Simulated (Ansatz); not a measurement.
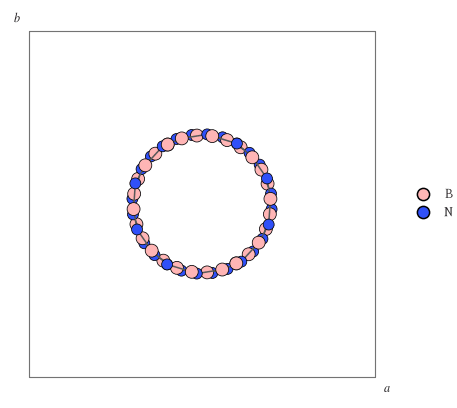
Figure. 1 relaxed period of a body that repeats along c, seen along c; the cell edge a is 18.5 Å long

These are PBE (plane waves to 420 eV, PAW; Ansatz, a program for electronic structure) values and carry that method's errors. Mesh 1×1×6. No spin polarisation. It repeats along c; a and b span vacuum. A model structure. It keeps the symmetry and period of its start, so it need not be a minimum against all distortions.

Problem. What is drawn, and how wide is it?

Solution. Several could match; the one computed here: (8,2) BN nanotube. An idealised model, rolled from the flat sheet.
It measures about 7 Å across, from nucleus to nucleus.
